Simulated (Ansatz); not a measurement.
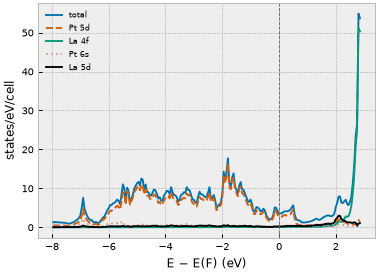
Total and projected density of states of LaPt5 in space group P6/mmm (No. 191; La on 1a, Pt on 2c, Pt on 3g), plane-wave PAW r²SCAN (Ansatz code)

Task: Which orbitals carry the states next to the Fermi level?

Result: Within 0.5 eV of the Fermi level: Pt 5d 78 %, Pt 6s 7 %, La 5d 6 %. Projections are on Löwdin-orthogonalised atomic valence shells; empty p or d shells of many metals are not among them.

Task: Where is the tallest occupied peak in this window, and what makes it?

Result: Near -1.8 eV, about 18 states/eV per cell; the largest projected share is Pt 5d.

The workflow started from a Materials Project entry (that database holds measured and hypothetical structures alike); the Crystallography Open Database files this formula in space group No. 191, but the cells were not matched. Its standing as an ambient phase is unchecked. The r²SCAN relaxation kept the symmetry of its start; whether a distortion lowers the energy is not shown. The run is not spin-polarised. Scalar-relativistic: spin–orbit coupling is off unless named, which matters more the heavier the elements.

Potentials: the later of the program's two PAW sets.
